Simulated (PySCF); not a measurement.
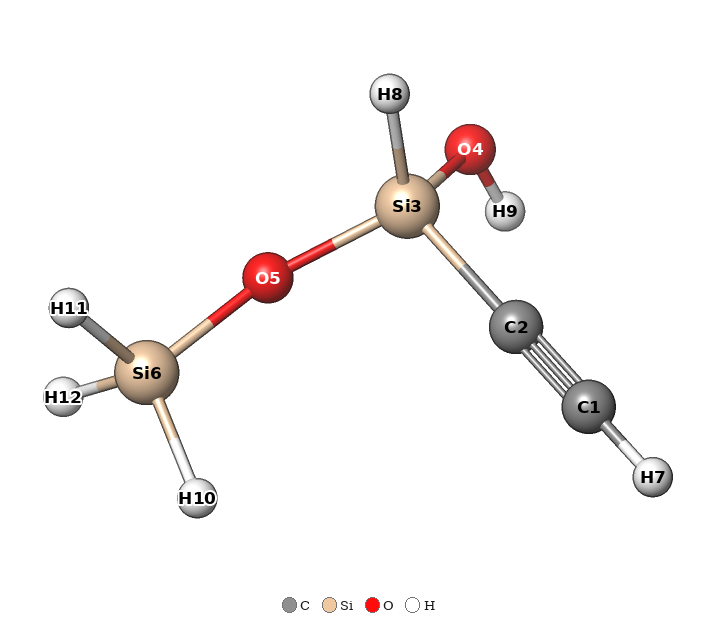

The geometry was computed by an optimisation with PBE0-D3(BJ)/def2-SVP. No frequency run is at hand to confirm it as a minimum. Method: B3LYP/cc-pVTZ indirect spin-spin coupling, non-relativistic, gas phase (PySCF 2.14.0). Isotopes: 13C, 1H, 17O, 29Si.

Give the spin–spin coupling constants of these pairs, with the number of bonds between them: C2/Si3, Si3/O4, Si3/O5, O5/Si6, Si6/H10, Si6/H11, Si6/H12, C1/Si3, Si3/H9, Si3/H7, Si6/H8.

| pair | bonds apart | J (Hz) |
| --- | --- | --- |
| C2, Si3 | 1 | −105.6 |
| Si3, O4 | 1 | −22.8 |
| Si3, O5 | 1 | −3.0 |
| O5, Si6 | 1 | −11.6 |
| Si6, H10 | 1 | −173.4 |
| Si6, H11 | 1 | −173.2 |
| Si6, H12 | 1 | −182.4 |
| C1, Si3 | 2 | −20.9 |
| Si3, H9 | 2 | 4.8 |
| Si3, H7 | 3 | −4.6 |
| Si6, H8 | 3 | −0.6 |
